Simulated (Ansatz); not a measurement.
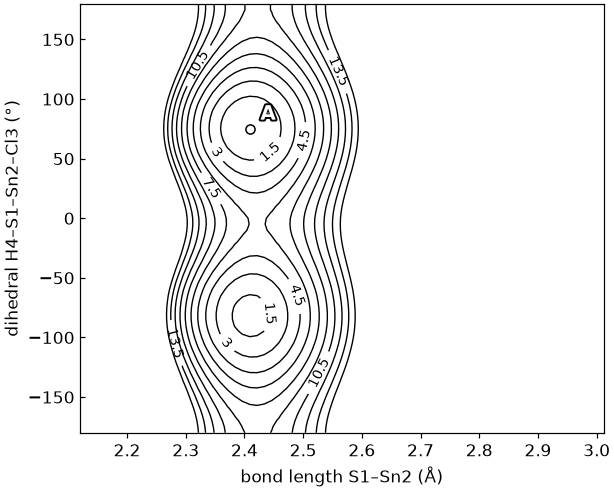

ClH₃SSn, SMILES [SH][SnH2][Cl]. 
- First axis: bond length S1–Sn2. Second axis: dihedral H4–S1–Sn2–Cl3.
- Nothing is relaxed (all other coordinates rigid).
- The scan uses an 11 × 12 grid.
- Points are written as (first, second).
- Energies: kJ/mol, counted from the relaxed molecule at the same level.
- Computed with Ansatz, RKS PBE-D4/def2-TZVP.

The picture shows contour lines labelled in kJ/mol (none above 15), the point A. Between grid points the surface is interpolated.

Question: What is the easiest way out of the well at A, and how high is the barrier?

Answer: The easiest path leads from the well at about (2.41 Å, 75°) to the well at about (2.41 Å, −80°), about 0.9 kJ/mol higher (on a rigid scan; wells that are mirror images or exchange like atoms can differ by this much). Its highest point lies about 5.9 kJ/mol above the bottom of the first well on the interpolated surface, at about (2.42 Å, 0°). Seen from the upper well the barrier is about 5 kJ/mol. The start is the relaxed structure and all else is held, so a fully relaxed path at this level can only be lower.

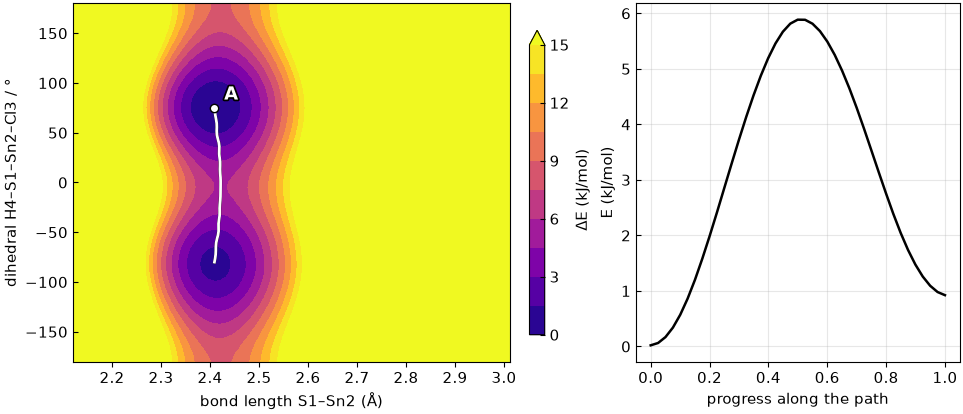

The picture shows filled contours, a line along the lowest path, one colour for all values above the top of the scale, the energy along the path at the right. Between grid points the surface is interpolated.
